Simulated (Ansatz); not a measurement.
Ligand exchange: C4H10O + C3H9AlS → C4H10S + C3H9AlO

Gas-phase species: C4H10O (2-methyl-1-propanol) `CC(C)CO`, singlet; C3H9AlS `C[CH2][Al]([CH3])[SH]`, singlet; C4H10S (isobutyl mercaptan) `CC(C)CS`, singlet; C3H9AlO `C[CH2][Al]([CH3])[OH]`, singlet. The partners trade OH for SH: C–OH and Al–SH bonds give way to C–SH and Al–OH.

Shapes, held fixed at every level: PBE0-D4/def2-TZVP. Flexible molecules stand in one conformer, not always the lowest. Programs: Ansatz 0.2.0. Electronic energies: no zero-point or thermal term.

| level | kind | ΔE (kJ/mol) | less CCSD(T)/CBS estimate |
| --- | --- | --- | --- |
| HF/def2-TZVPP | Hartree–Fock | -42.4 | +8.5 |
| PBE-D4/def2-TZVPP | GGA | -40.7 | +10.2 |
| PBE0-D4/def2-TZVPP | global hybrid | -40.0 | +10.9 |
| B2PLYP/def2-TZVPP | double hybrid | -51.0 | -0.1 |
| CCSD(T)/def2-TZVPP | coupled cluster or CI | -48.4 | +2.5 |
| CCSD/def2-TZVPP | coupled cluster or CI | -48.4 | +2.5 |
| CCSD(T)/CBS estimate | coupled cluster or CI | -50.9 | 0.0 |

The highest level, CCSD(T)/CBS estimate, gives ΔE = -50.9 kJ/mol; the levels span -51.0 to -40.0. The column of differences is taken from that level and isn't an error. No measured value is set beside it here. The CBS estimate extrapolates MP2 from def2-TZVPP and def2-QZVPP and adds CCSD(T) − MP2 in the triple-zeta set, cores frozen.

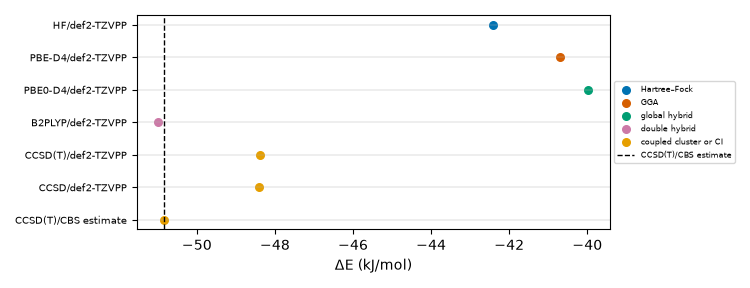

The values of the table, level by level.
